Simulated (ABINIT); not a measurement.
# Quasiparticle gap of Ga2O3 (R-3c) in ABINIT

Wanted: ground state, empty states, screening and self-energy for Ga2O3 (R-3c).

Method: PBE and many-body steps on it, plane waves, in ABINIT 10.8.3.

**The experiments to reproduce.**

- Gap 5.04 eV: direct optical gap from Tauc plot; UV-vis transmittance, Tauc plot; film on Al2O3 (“Ti Alloyed α-Ga2O3: Route towards Wide Band Gap Engineering”, 2020, pmc:7766553).

- Gap 5.6 eV: direct band-to-band gap from Tauc plot; UV-Vis absorption, Tauc plot; film (163 nm mist CVD film on c-plane sapphire) on Al2O3 (sapphire) (“Optical properties of mist CVD grown alpha-Ga2O3”, 2019, arxiv:1907.13072).

- Gap 5.15 eV: optical gap from Tauc plot assuming direct gap; lower end of the 5.15-5.20 eV range for alpha-phase films; UV-vis transmittance/reflectance, Tauc plot; film on c-plane sapphire (“Low temperature growth and optical properties of alpha-Ga2O3 deposited on sapphire by plasma enhanced atomic layer deposition”, 2019, arxiv:1908.06914).

- Gap 5.3 eV: direct optical gap from Tauc plot, upper end of the 5.1-5.3 eV range over the samples; UV-visible transmission; film (mist-CVD epitaxial films grown with different carrier gases) on Al2O3 (0001) (“Influence of Carrier Gases on the Quality of Epitaxial Corundum-Structured α-Ga2O3 Films Grown by Mist Chemical Vapor Deposition Method”, 2019, pmc:6888560).

- Gap 5.3 eV: optical direct gap from Tauc plot, alpha-phase dominant buffer stack; UV-Vis transmittance, Tauc plot; film (as-grown alpha-(Al0.3Ga0.7)2O3/alpha-Ga2O3 double layer on c-plane sapphire, mist CVD, slight kappa admixture) on Al2O3 (“Controlled Crystallinity of a Sn-Doped α-Ga2O3 Epilayer Using Rapidly Annealed Double Buffer Layers”, 2024, pmc:10818942).

This is a selection; 2 further reports are not listed.

Report form: the programs' logs are mostly left out.

## Step 1: The structure

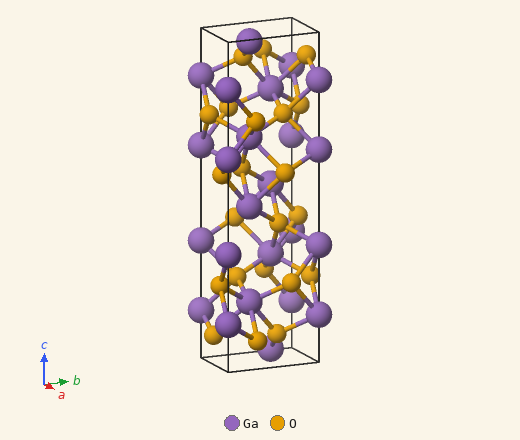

Start, viewed slightly off an axis; gallium purple, oxygen orange. This picture shows the conventional cell, with its axes. Some periodic images of atoms are drawn too.

The cell and positions are those that the Materials Project relaxed with its own functionals (PBE, PBE+U or r2SCAN), kept fixed. This is not the form that Ga2O3 usually takes at ambient conditions.

## Step 2: Ground state

This step: ABINIT 10.8.3; DFT, PBE, plane waves, norm-conserving pseudopotentials.

The ground-state density comes first.

File run.abi:

```
acell 3*1.0 Angstrom
rprim 
  2.498699193881 1.442624652211 4.483549768500
  -2.498699193881 1.442624652211 4.483549768500
  0.000000000000 -2.885249304422 4.483549768500
ntypat 2
znucl 31 8
natom 10
typat 1 1 1 1 2 2 2 2 2 2
xred 
  0.855585580000 0.855585580000 0.855585580000
  0.644414420000 0.644414420000 0.644414420000
  0.144414420000 0.144414420000 0.144414420000
  0.355585580000 0.355585580000 0.355585580000
  0.750000000000 0.446832820000 0.053167180000
  0.446832820000 0.053167180000 0.750000000000
  0.053167180000 0.750000000000 0.446832820000
  0.250000000000 0.553167180000 0.946832820000
  0.946832820000 0.250000000000 0.553167180000
  0.553167180000 0.946832820000 0.250000000000
pp_dirpath "pseudos"
pseudos "Ga.upf, O.upf"
ecut 45
ngkpt 4 4 4
nshiftk 1
shiftk 0 0 0
kptopt 1
chksymbreak 0
nband 69
occopt 1
tolvrs 1e-08
nstep 60
prtwf 0
optforces 0
optstress 0
indata_prefix "in"
outdata_prefix "out"
tmpdata_prefix "tmp"
```

The run is started by

```
> OMP_NUM_THREADS=1 mpirun -n 8 abinit run.abi > log
```

Run time: 71 s. Hardware: 8 MPI ranks of Arm Neoverse V2, shared host; peak memory 1.1 GiB; 9.4 min of CPU time.

Numbers from this step:

| Property | Result |
| --- | --- |
| total energy | -29739.6210 eV |
| gap | 2.857 eV |
| k of the valence top | 0.25, 0, 0 |
| k of the conduction bottom | 0, 0, 0 |
| least direct gap | 3.066 eV |

The gap is indirect, with the least direct gap 0.21 eV higher.

## Step 3: Bands along the symmetry lines

Levels along a band path, at the cheap level, show where the edges lie and whether the meshes to come will hold them.

Changes to run.abi since step 2:

```diff
@@ -23,14 +23,45 @@
 ecut 45
-ngkpt 4 4 4
-nshiftk 1
-shiftk 0 0 0
-kptopt 1
-chksymbreak 0
-nband 69
-occopt 1
-tolvrs 1e-08
-nstep 60
+iscf -2
+irdden 1
+kptopt 0
+nkpt 31
+kpt 
+  0.00000000 0.00000000 0.00000000
+  0.12500000 0.12500000 0.12500000
+  0.25000000 0.25000000 0.25000000
+  0.37500000 0.37500000 0.37500000
+  0.50000000 0.50000000 0.50000000
+  0.56607847 0.43392153 0.50000000
+  0.63215694 0.36784306 0.50000000
+  0.69823542 0.30176458 0.50000000
+  0.76431389 0.23568611 0.50000000
+  0.50000000 -0.23568611 0.23568611
+  0.50000000 -0.17676458 0.17676458
+  0.50000000 -0.11784306 0.11784306
+  0.50000000 -0.05892153 0.05892153
+  0.50000000 0.00000000 0.00000000
+  0.37500000 0.00000000 0.00000000
+  0.25000000 0.00000000 0.00000000
+  0.12500000 0.00000000 0.00000000
+  0.00000000 0.00000000 0.00000000
+  0.09196076 -0.09196076 0.00000000
+  0.18392153 -0.18392153 0.00000000
+  0.27588229 -0.27588229 0.00000000
+  0.36784305 -0.36784305 0.00000000
+  0.63215695 0.00000000 0.36784305
+  0.59911771 0.00000000 0.40088229
+  0.56607848 0.00000000 0.43392153
+  0.53303924 0.00000000 0.46696076
+  0.50000000 0.00000000 0.50000000
+  0.37500000 0.00000000 0.37500000
+  0.25000000 0.00000000 0.25000000
+  0.12500000 0.00000000 0.12500000
+  0.00000000 0.00000000 0.00000000
+istwfk *1
+nband 74
+nbdbuf 9
+tolwfr 1e-07
+nstep 50
 prtwf 0
-optforces 0
-optstress 0
+prtvol 0
 indata_prefix "in"
```

The job ended after 62 s (8 MPI ranks; peak memory 1 GiB).

Numbers from this step:

| Item | Value |
| --- | --- |
| gap | 2.820 eV |
| k of the valence top | 0.1839, -0.1839, 0 |
| k of the conduction bottom | 0, 0, 0 |
| least direct gap | 3.066 eV |

The gap is 2.820 eV, −0.037 eV from the run before at this level.

Electronic bands along the path, in eV, zero at the top of the highest filled band:

```
     point  band 57  band 58  band 59  band 60  band 61  band 62  band 63  band 64
         Γ    -0.32    -0.32    -0.25    -0.25     2.82     6.67     6.84     8.88
         T    -0.30    -0.30    -0.30    -0.30     5.86     5.86     7.86     7.86
        H2    -0.57    -0.57    -0.33    -0.33     6.69     6.69     7.24     7.24
jump to H0    -0.57    -0.57    -0.33    -0.33     6.69     6.69     7.24     7.24
         L    -0.97    -0.97    -0.15    -0.15     6.40     6.40     6.73     6.73
         Γ    -0.32    -0.32    -0.25    -0.25     2.82     6.67     6.84     8.88
        S0    -0.61    -0.50    -0.48    -0.17     6.49     6.60     7.17     7.20
jump to S2    -0.61    -0.50    -0.48    -0.17     6.49     6.60     7.17     7.20
         F    -0.85    -0.70    -0.25    -0.14     6.54     6.73     7.58     7.69
         Γ    -0.32    -0.32    -0.25    -0.25     2.82     6.67     6.84     8.88
```

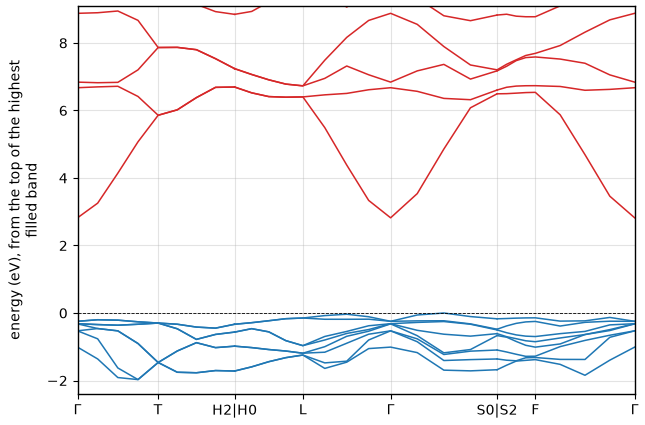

Electronic bands along the path; lines of filled and empty bands in two colours.

## Step 4: Empty states on the mesh, 2×2×2 mesh, 231 bands

The sums over transitions need many empty states on a uniform mesh; this step solves for them.

File run.abi:

```
acell 3*1.0 Angstrom
rprim 
  2.498699193881 1.442624652211 4.483549768500
  -2.498699193881 1.442624652211 4.483549768500
  0.000000000000 -2.885249304422 4.483549768500
ntypat 2
znucl 31 8
natom 10
typat 1 1 1 1 2 2 2 2 2 2
xred 
  0.855585580000 0.855585580000 0.855585580000
  0.644414420000 0.644414420000 0.644414420000
  0.144414420000 0.144414420000 0.144414420000
  0.355585580000 0.355585580000 0.355585580000
  0.750000000000 0.446832820000 0.053167180000
  0.446832820000 0.053167180000 0.750000000000
  0.053167180000 0.750000000000 0.446832820000
  0.250000000000 0.553167180000 0.946832820000
  0.946832820000 0.250000000000 0.553167180000
  0.553167180000 0.946832820000 0.250000000000
pp_dirpath "pseudos"
pseudos "Ga.upf, O.upf"
ecut 45
ngkpt 2 2 2
nshiftk 1
shiftk 0 0 0
kptopt 1
chksymbreak 0
iscf -2
irdden 1
istwfk *1
nband 231
nbdbuf 20
tolwfr 1e-09
nstep 60
prtvol 0
indata_prefix "in"
outdata_prefix "out"
tmpdata_prefix "tmp"
```

The run is started by

```
> OMP_NUM_THREADS=2 mpirun -n 4 abinit run.abi > log
```

Run time: 59 s. Hardware: 4 MPI ranks; peak memory 0.47 GiB; 6.1 min of CPU time.

This step gave:

```
gap                                                           : 2.963 eV
k of the valence top                                          : 0.5, 0.5, 0
k of the conduction bottom                                    : 0, 0, 0
least direct gap                                              : 3.066 eV
k points computed                                             : 4
lowest point of the top converged band, above the valence top : 71.0639 eV
```

On this mesh the gap is 2.963 eV. The earlier step found 2.857 eV, so this mesh misses an edge.

## Step 5: Screening, 2×2×2 mesh, 211 bands, screening to 106.1 eV

The RPA dielectric matrix is built and inverted for each q.

This step: RPA screening on PBE, plane waves, norm-conserving pseudopotentials.

Changes to run.abi since step 4:

```diff
@@ -28,10 +28,11 @@
 chksymbreak 0
-iscf -2
-irdden 1
 istwfk *1
-nband 231
-nbdbuf 20
-tolwfr 1e-09
-nstep 60
-prtvol 0
+occopt 1
+irdwfk 1
+optdriver 3
+nband 211
+ecuteps 3.9
+inclvkb 2
+awtr 1
+symchi 1
 indata_prefix "in"
```

The run is started by

```
> OMP_NUM_THREADS=1 mpirun -n 8 abinit run.abi > log
```

Elapsed: 68 s, on 8 MPI ranks; peak memory 4.2 GiB.

This step gave:

```yaml
eps_infinity_with_local_fields_on_this_mesh_along_the_program_s_q_direction: 4.907
the_same_without_local_fields: 5.117
plasma_frequency: 41.31 eV
plane_waves_in_the_screening_matrix: 247
```

Local fields lower ε∞ by 4 %. On a Γ-centred mesh this coarse the value itself is usually too large, while a short band sum pulls it down.

## Step 6: Self-energy, 2×2×2 mesh, 211 bands, screening to 106.1 eV

The self-energy is evaluated for the states that the input lists, and the levels follow from it, in one-shot runs by the linearised quasiparticle equation.

This step: G0W0 on PBE, plane waves, norm-conserving pseudopotentials.

Changes to run.abi since step 5:

```diff
@@ -31,8 +31,21 @@
 irdwfk 1
-optdriver 3
+optdriver 4
 nband 211
+gwcalctyp 0
+ecutsigx 45
+symsigma 1
+nkptgw 4
+kptgw 
+  0.0000000000 0.0000000000 0.0000000000
+  0.5000000000 0.0000000000 0.0000000000
+  0.5000000000 0.5000000000 0.0000000000
+  0.5000000000 0.5000000000 0.5000000000
+bdgw 
+  43 64
+  43 64
+  43 64
+  43 64
 ecuteps 3.9
-inclvkb 2
-awtr 1
-symchi 1
+irdscr 1
+ppmodel 1
 indata_prefix "in"
```

Wall time 48 s (8 MPI ranks); peak memory 5.4 GiB.

Numbers from this step:

* G0W0 gap on the mesh: 4.218 eV
* starting gap on the mesh: 2.963 eV
* k of the valence top: 0.5, 0.5, 0
* k of the conduction bottom: 0, 0, 0
* Z at the valence top: 0.806
* Z at the conduction bottom: 0.849
* least direct G0W0 gap on the computed points: 4.315 eV

The gap on the mesh goes from 2.96 eV to 4.22 eV, a correction of +1.26 eV. The start differs from the 2.86 eV found before because the two sample other k points.

Limits: finite bands, cutoff and mesh; no spin-orbit coupling; coarse k mesh. v1 is the top filled band, c1 the lowest empty one. The levels before and after the correction (eV, zero at the valence-band top of each column):

```csv
,conduction bottom,valence top
Kohn-Sham,2.96,0.00
G0W0,4.22,0.00
```

```csv
,level,energy (eV)
Kohn-Sham,Γ v3,-0.174
Kohn-Sham,Γ v2-v1,-0.104
Kohn-Sham,Γ c1,2.963
Kohn-Sham,Γ c2,6.817
Kohn-Sham,Γ c3,6.982
Kohn-Sham,(0.5 0.5 0) v3,-0.555
Kohn-Sham,(0.5 0.5 0) v2,-0.107
Kohn-Sham,(0.5 0.5 0) v1,0.000
Kohn-Sham,(0.5 0.5 0) c1,6.680
Kohn-Sham,(0.5 0.5 0) c2,6.877
Kohn-Sham,(0.5 0.5 0) c3,7.728
G0W0,Γ v3,-0.202
G0W0,Γ v2-v1,-0.097
G0W0,Γ c1,4.218
G0W0,Γ c2,8.779
G0W0,Γ c3,8.461
G0W0,(0.5 0.5 0) v3,-0.591
G0W0,(0.5 0.5 0) v2,-0.087
G0W0,(0.5 0.5 0) v1,0.000
G0W0,(0.5 0.5 0) c1,8.541
G0W0,(0.5 0.5 0) c2,8.868
G0W0,(0.5 0.5 0) c3,9.611
```

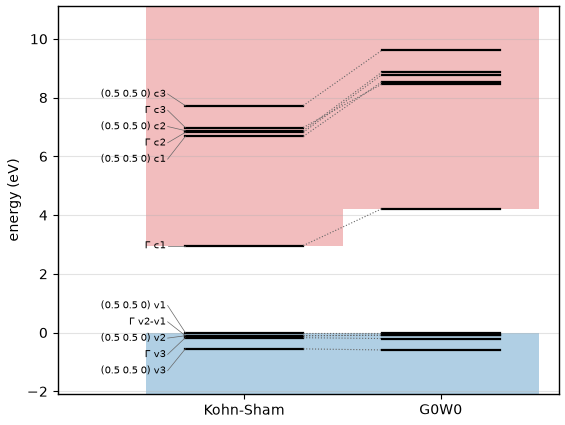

Levels before and after the correction. Shaded: valence and conduction bands.

## Step 7: Where the time went

Times are wall times on the hardware named with each run, good to a factor of about two.

```csv
step,time,share,memory (GiB)
ground state,71 s,23 %,1.1
bands along the symmetry lines,62 s,20 %,1.0
empty states on the mesh,59 s,19 %,0.47
screening,68 s,22 %,4.2
self-energy,48 s,15 %,5.4
```

## Step 8: Summary of results

* PBE gap: 2.82 eV, indirect
* G0W0 gap on the mesh: 4.22 eV
* G0W0 gap over the zone (rigid shift): 4.08 eV
* GW settings: 2×2×2 mesh, 211 bands, screening to 106.1 eV, Godby-Needs plasmon pole
* known limits: not at the basis limit; no spin-orbit coupling; coarse k mesh

In words: G0W0 moves the gap on the mesh from 2.96 eV to 4.22 eV (+1.26 eV), with Z of 0.81 and 0.85 at the edges. The mesh misses the band edges by 0.14 eV in all; a rigid shift gives 4.08 eV for the zone. Local fields lower the RPA ε∞ on this mesh from 5.12 to 4.91; a Γ-centred mesh this coarse tends to raise both, most where the direct gap is narrow, while a short band sum lowers them. Against experiment, by G0W0@PBE: the direct gap of 4.31 eV lies −0.73 eV from the measured 5.04 eV (direct, on Al2O3, 2020); the direct gap of 4.31 eV lies −1.29 eV from the measured 5.6 eV (direct, on Al2O3 (sapphire), 2019); the direct gap of 4.31 eV lies −0.84 eV from the measured 5.15 eV (direct, on c-plane sapphire, 2019); the direct gap of 4.31 eV lies −0.99 eV from the measured 5.3 eV (direct, on Al2O3 (0001), 2019); the direct gap of 4.31 eV lies −0.99 eV from the measured 5.3 eV (direct, on Al2O3, 2024). An exciton line or allowed optical edge lies below the quasiparticle gap by the binding energy; a forbidden edge can push the onset above it. The calculation has static nuclei and no excitons; a measured gap holds zero-point and thermal motion, which mostly lowers it. Against the values above the computed gap that would widen the miss. A likelier cause is too strong a screening: the start's gap is only 2.96 eV, the mesh is coarse, and one shot does not repair that. Bands and cutoff are finite, so the gap is not at the basis limit. The miss can reach some tenths of an eV and take either sign; the mesh is an error of its own. A denser mesh or path gives a starting gap of 2.82 eV: the GW mesh misses a band edge, so its gaps are not the fundamental one. The 2×2×2 mesh is coarse for this cell, which bears on the long-range parts of exchange and screening. The many-body steps are scalar-relativistic: spin-orbit coupling is not in them.

[Paths, hosts, dates, memory and timing lines, banners, echoed tables and standing remarks are left out of the program output.]

[Logs are printed without paths, hosts, clocks, repeated set-up lines and the standing remarks that a program may print on its own settings, such as how far it seeks lower states.]

[Runs of the session that timed out or met a known fault of the program may be left out.]

[No measured gap is set beside runs whose start may be inverted or whose files or cutoffs have a known fault.]

[Hosts, paths, dates, database ids (printed as entryN), source tags and the programs' standing remarks are cut or masked in the printed files.]

[G0W0 gaps are taken among the corrected bands and points alone; a level outside them can change the order at an edge.]

[Where Ansatz stands beside ABINIT at settings called matched, ABINIT's density can come from a denser mesh and the files from another edition; pairs whose starting gaps differed by over 0.03 eV were left out, so agreement reads better than it is.]
